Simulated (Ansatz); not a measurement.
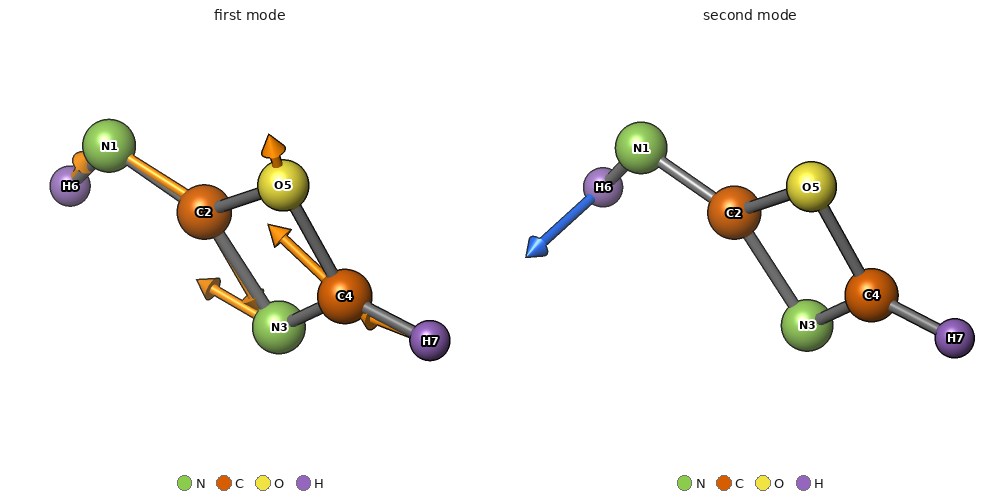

The system is C₂H₂N₂O, SMILES N=C1N=CO1; the picture shows the reference structure; its two panels give the patterns of the first and the second mode as arrows. First axis: normal mode 5 (847 cm⁻¹). Second axis: normal mode 6 (884 cm⁻¹). Nothing is relaxed (straight displacements along the two mass-weighted modes). The grid has 15 × 15 points; 120 points were computed and 105 follow by symmetry. Points are written as (first, second). All energies are given in kcal/mol relative to the lowest grid point. All numbers below come from RKS PBE0-D4/def2-SVP (Ansatz 0.2.0).

Its coordinates:

```yaml
atoms:
  - { symbol: N, position_ang: [-1.1222, 0.9830, -0.9527] }
  - { symbol: C, position_ang: [-0.3278, 0.3008, -0.2937] }
  - { symbol: N, position_ang: [-0.1878, -1.0081, 0.2624] }
  - { symbol: C, position_ang: [0.9429, -0.5440, 0.6692] }
  - { symbol: O, position_ang: [0.9473, 0.7298, 0.2000] }
  - { symbol: H, position_ang: [-1.9578, 0.4395, -1.1791] }
  - { symbol: H, position_ang: [1.7666, -0.9690, 1.2481] }
```

Range: normal mode 5 (847 cm⁻¹) from −0.477 to 0.477 amu½·Å; normal mode 6 (884 cm⁻¹) from −0.457 to 0.457 amu½·Å.

### What landscape does the calculation give?

The lowest grid point is at (0.000 amu½·Å, 0.000 amu½·Å). It is the only kind of minimum in the scanned range. The highest grid point, (0.477 amu½·Å, −0.457 amu½·Å), lies 17.9 kcal/mol above the lowest.

| normal mode 6 (884 cm⁻¹) ↓, normal mode 5 (847 cm⁻¹) → | −0.477 | −0.409 | −0.341 | −0.273 | −0.204 | −0.136 | −0.068 | 0.000 | 0.068 | 0.136 | 0.204 | 0.273 | 0.341 | 0.409 | 0.477 |
| --- | --- | --- | --- | --- | --- | --- | --- | --- | --- | --- | --- | --- | --- | --- | --- |
| 0.457 | 15.9 | 14.3 | 13.0 | 11.9 | 11.0 | 10.4 | 10.0 | 9.9 | 10.1 | 10.6 | 11.3 | 12.5 | 13.9 | 15.7 | 17.9 |
| 0.392 | 12.9 | 11.3 | 10.0 | 8.8 | 8.0 | 7.3 | 6.9 | 6.8 | 7.0 | 7.5 | 8.3 | 9.4 | 10.8 | 12.6 | 14.8 |
| 0.326 | 10.5 | 9.0 | 7.6 | 6.5 | 5.6 | 4.9 | 4.6 | 4.4 | 4.6 | 5.1 | 5.8 | 6.9 | 8.4 | 10.2 | 12.3 |
| 0.261 | 8.8 | 7.2 | 5.9 | 4.7 | 3.8 | 3.2 | 2.8 | 2.7 | 2.8 | 3.3 | 4.0 | 5.1 | 6.5 | 8.3 | 10.5 |
| 0.196 | 7.6 | 6.0 | 4.6 | 3.5 | 2.6 | 1.9 | 1.5 | 1.4 | 1.6 | 2.0 | 2.8 | 3.8 | 5.3 | 7.0 | 9.2 |
| 0.131 | 6.8 | 5.2 | 3.8 | 2.7 | 1.8 | 1.1 | 0.7 | 0.6 | 0.7 | 1.2 | 1.9 | 3.0 | 4.4 | 6.2 | 8.3 |
| 0.065 | 6.4 | 4.8 | 3.4 | 2.3 | 1.3 | 0.7 | 0.3 | 0.1 | 0.3 | 0.7 | 1.5 | 2.5 | 4.0 | 5.7 | 7.9 |
| 0.000 | 6.2 | 4.6 | 3.3 | 2.1 | 1.2 | 0.5 | 0.1 | 0.0 | 0.1 | 0.6 | 1.3 | 2.4 | 3.8 | 5.6 | 7.7 |
| −0.065 | 6.4 | 4.8 | 3.4 | 2.3 | 1.3 | 0.7 | 0.3 | 0.1 | 0.3 | 0.7 | 1.5 | 2.5 | 4.0 | 5.7 | 7.9 |
| −0.131 | 6.8 | 5.2 | 3.8 | 2.7 | 1.8 | 1.1 | 0.7 | 0.6 | 0.7 | 1.2 | 1.9 | 3.0 | 4.4 | 6.2 | 8.3 |
| −0.196 | 7.6 | 6.0 | 4.6 | 3.5 | 2.6 | 1.9 | 1.5 | 1.4 | 1.6 | 2.0 | 2.8 | 3.8 | 5.3 | 7.0 | 9.2 |
| −0.261 | 8.8 | 7.2 | 5.9 | 4.7 | 3.8 | 3.2 | 2.8 | 2.7 | 2.8 | 3.3 | 4.0 | 5.1 | 6.5 | 8.3 | 10.5 |
| −0.326 | 10.5 | 9.0 | 7.6 | 6.5 | 5.6 | 4.9 | 4.6 | 4.4 | 4.6 | 5.1 | 5.8 | 6.9 | 8.4 | 10.2 | 12.3 |
| −0.392 | 12.9 | 11.3 | 10.0 | 8.8 | 8.0 | 7.3 | 6.9 | 6.8 | 7.0 | 7.5 | 8.3 | 9.4 | 10.8 | 12.6 | 14.8 |
| −0.457 | 15.9 | 14.3 | 13.0 | 11.9 | 11.0 | 10.4 | 10.0 | 9.9 | 10.1 | 10.6 | 11.3 | 12.5 | 13.9 | 15.7 | 17.9 |

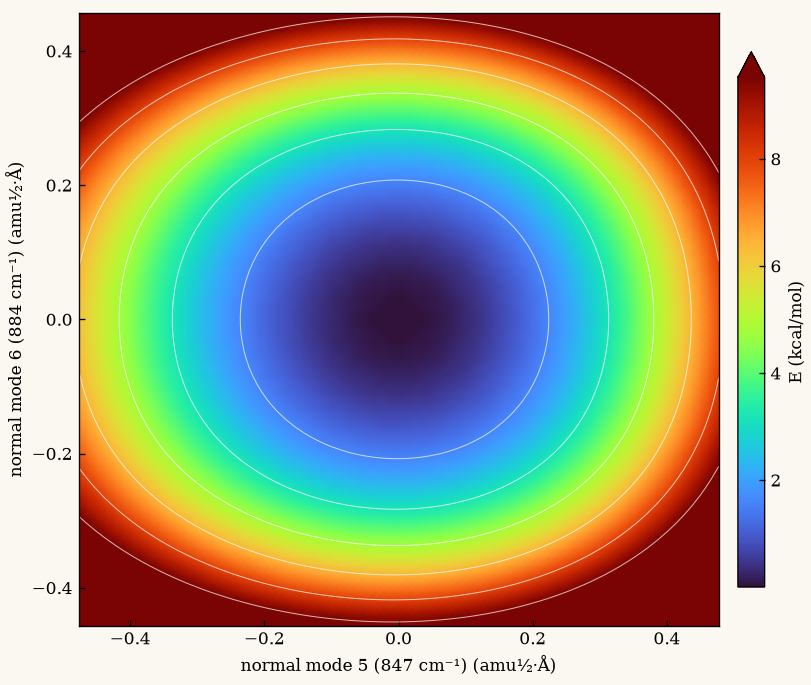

In the figure: a smooth colour map with a few white contour lines, one colour for all values above the top of the scale. Between grid points the surface is interpolated.

Time for the 120 points that were run: 12 min on 1 thread of Arm Neoverse N1 (shared host).
